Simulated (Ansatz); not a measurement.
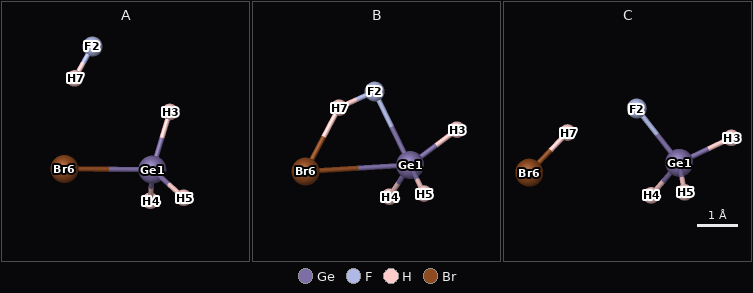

3 geometries from a converged minimum-energy path of GeH₄BrF, shuffled. A ball-and-stick model, seen from a free direction.

Method: RKS PBE0-D4/def2-mTZVP in Ansatz. Run with 9 movable images; climbing image; force threshold 0.05 eV/Å; iteration limit 60; starting path through a guess of the saddle point.

### Which frame is the transition state?

B. In order along the path, whose images run from 0 to 10: C (image 1, +0.3 kJ/mol), B (image 5, +85.0 kJ/mol), A (image 9, −31.1 kJ/mol). Breaking: Br6–H7 (1.44 → 1.85 at the top → 2.37 Å), Ge1–F2 (1.76 → 2.07 at the top → 3.87 Å). Forming: F2–H7 (1.93 → 1.03 at the top → 0.94 Å), Ge1–Br6 (4.29 → 2.79 at the top → 2.34 Å).

Cost: 3.9 min on 2 threads of Arm Neoverse V1, on a shared host, peak memory 0.23 GiB.
